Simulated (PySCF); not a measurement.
```yaml
atoms:
  - { symbol: C, position_ang: [3.4479, 0.3092, 0.3438] }
  - { symbol: C, position_ang: [2.1983, 0.7157, 0.4997] }
  - { symbol: Si, position_ang: [0.9949, 1.0633, -0.9053] }
  - { symbol: C, position_ang: [-0.5384, -0.0580, -0.6801] }
  - { symbol: C, position_ang: [-0.1285, -1.5255, -0.8453] }
  - { symbol: C, position_ang: [-1.3089, -2.4879, -0.8680] }
  - { symbol: Si, position_ang: [-1.4878, 0.2465, 0.9496] }
  - { symbol: C, position_ang: [-1.6098, 2.1006, 1.3297] }
  - { symbol: H, position_ang: [3.8716, 0.1564, -0.6359] }
  - { symbol: H, position_ang: [4.1090, 0.1100, 1.1746] }
  - { symbol: H, position_ang: [1.8273, 0.8501, 1.5100] }
  - { symbol: H, position_ang: [0.6125, 2.4821, -0.8948] }
  - { symbol: H, position_ang: [1.6417, 0.7640, -2.1919] }
  - { symbol: H, position_ang: [-1.2233, 0.1853, -1.5000] }
  - { symbol: H, position_ang: [0.4303, -1.6427, -1.7789] }
  - { symbol: H, position_ang: [0.5445, -1.8041, -0.0309] }
  - { symbol: H, position_ang: [-1.8225, -2.4898, 0.0896] }
  - { symbol: H, position_ang: [-0.9695, -3.5007, -1.0777] }
  - { symbol: H, position_ang: [-2.0217, -2.1984, -1.6376] }
  - { symbol: H, position_ang: [-0.8018, -0.4338, 2.0600] }
  - { symbol: H, position_ang: [-2.8617, -0.2781, 0.8623] }
  - { symbol: H, position_ang: [-0.6433, 2.5220, 1.5860] }
  - { symbol: H, position_ang: [-2.2775, 2.2756, 2.1673] }
  - { symbol: H, position_ang: [-1.9951, 2.6578, 0.4815] }
```

Geometry: GFN2-xTB.

Level of theory: PySCF, PBE0/pcSseg-1, SCF density, gas phase, non-relativistic.

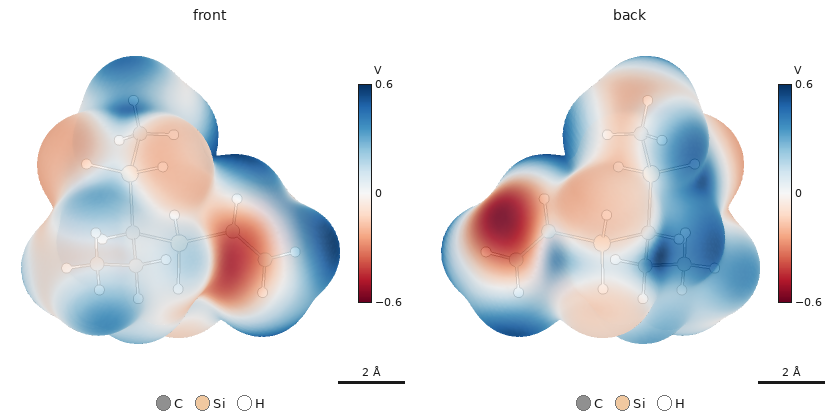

C$_{6}$H$_{16}$Si$_{2}$. The electrostatic potential painted on the density surface at 0.001 e/bohr³, seen from the front and from behind; red is negative and blue positive.

Which sites attract a positive test charge, and which a negative one?

Answer. A positive charge is drawn to the negative regions and a negative charge to the positive ones. The most negative region (about −0.5 V) lies over the π face of C1 and C2, the most positive (about +0.6 V) over the H and Si atoms.
